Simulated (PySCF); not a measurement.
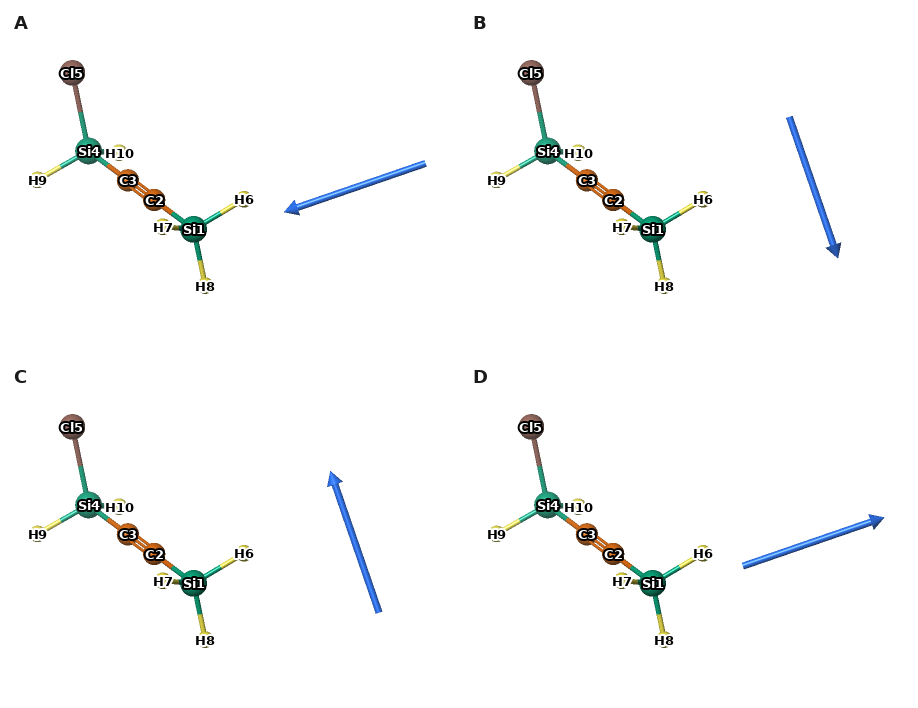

The same molecule four times, each with an arrow. Computed geometry: PBE0-D3(BJ)/def2-SVP optimisation. No frequency run is at hand to confirm it as a minimum. Method: PBE0/6-31G, gas phase (PySCF 2.14.0).

### Which arrow points along the dipole moment, from the negative to the positive end?

B. The dipole moment is 2.61 D; it points from the side of Cl5 to the side of H8 (the outermost atoms at the two ends).
